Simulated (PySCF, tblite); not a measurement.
# C6H7B: geometry, infrared bands and NMR shifts

Wanted: the infrared bands and NMR shifts of C6H7B (`BC1=CC[C@H]1C#C`), by calculation.

Programs: tblite 0.8.0 and PySCF 2.14.0, with density-fitted response routines of our own. Each step states its level of theory. These are calculated values for one molecule in the gas phase, unless marked as measured. Atoms count from 0, in the outputs and in this text.

## Step 1: The starting structure

14 atoms, charge 0, multiplicity 1; geometry from: force field or distance geometry start.

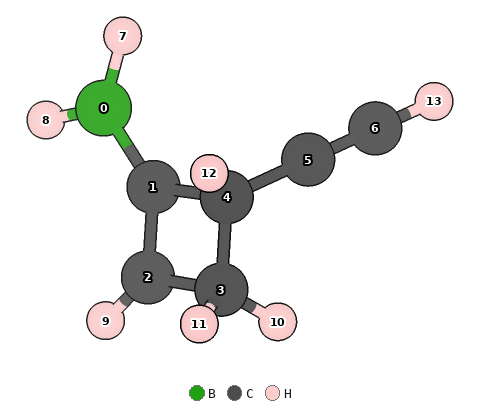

The starting geometry (boron green, carbon dark grey, hydrogen pink), atoms numbered.

## Step 2: Optimising the geometry with GFN2-xTB

Job settings and geometry (Å):

```
{"job": {"kind": "relax", "xc": "GFN2-xTB", "basis": "xTB"}, "charge": 0, "multiplicity": 1}
B     -1.690400     1.502100     0.031800
C     -0.874700     0.185400     0.068900
C     -1.080000    -1.127500    -0.360000
C      0.243600    -1.542300     0.152400
C      0.463200    -0.211100     0.637300
C      1.562000     0.487100    -0.057300
C      2.470000     1.062700    -0.617500
H     -1.251700     2.497900     0.509700
H     -2.758900     1.515200    -0.476700
H     -1.903300    -1.628500    -0.875800
H      0.912000    -1.892400    -0.662500
H      0.136300    -2.292200     0.987200
H      0.506100    -0.117700     1.747700
H      3.265300     1.560800    -1.107400
```

Command:

```sh
OMP_NUM_THREADS=1 python probes_run.py task.json out
```

This one command runs all jobs of the session in turn.

**Question.** This job is followed by: GFN2-xTB harmonic vibrations, gas phase; GIAO PBE0/pcSseg-1 NMR shielding, non-relativistic, gas phase. Predict these results of the whole session: strongest single infrared mode (GFN2-xTB); zero-point energy (GFN2-xTB); ¹³C shifts against TMS (PBE0/pcSseg-1); ¹H shifts against TMS (PBE0/pcSseg-1, means over atoms taken as alike); ¹¹B shifts against BF3·OEt2 (PBE0/pcSseg-1).

As calculated:

```
                                                              quantity                                     value
                             strongest single infrared mode (GFN2-xTB)                     2669 cm⁻¹, 140 km/mol
                                          zero-point energy (GFN2-xTB)                             65.3 kcal/mol
                                ¹³C shifts against TMS (PBE0/pcSseg-1)  181.4, 170.4, 89.7, 77.2, 43.4, 35.4 ppm
¹H shifts against TMS (PBE0/pcSseg-1, means over atoms taken as alike)    7.84, 6.80, 3.75, 3.22, 2.89, 1.69 ppm
                           ¹¹B shifts against BF3·OEt2 (PBE0/pcSseg-1)                                  66.6 ppm
```

**Reading.** Relaxing lowered the energy by 0.452 eV in 44 steps; the close pair that moved most is C3–C4, from 1.434 to 1.558 Å. All 36 modes are real, so the xTB geometry is a minimum. The strongest single mode, at 2669 cm⁻¹, moves mainly H7 and H8. GFN2-xTB is a fitted tight-binding method: band positions and strengths are rough. Its intensities can rank the bands wrongly. The most deshielded hydrogen is H9 (hydrogen on an alkene CH), at 7.84 ppm: attached to an sp2 carbon and in the plane of the double bond. At PBE0/pcSseg-1: The largest span, 303 ppm, is at C5, where the paramagnetic term is -163 ppm.
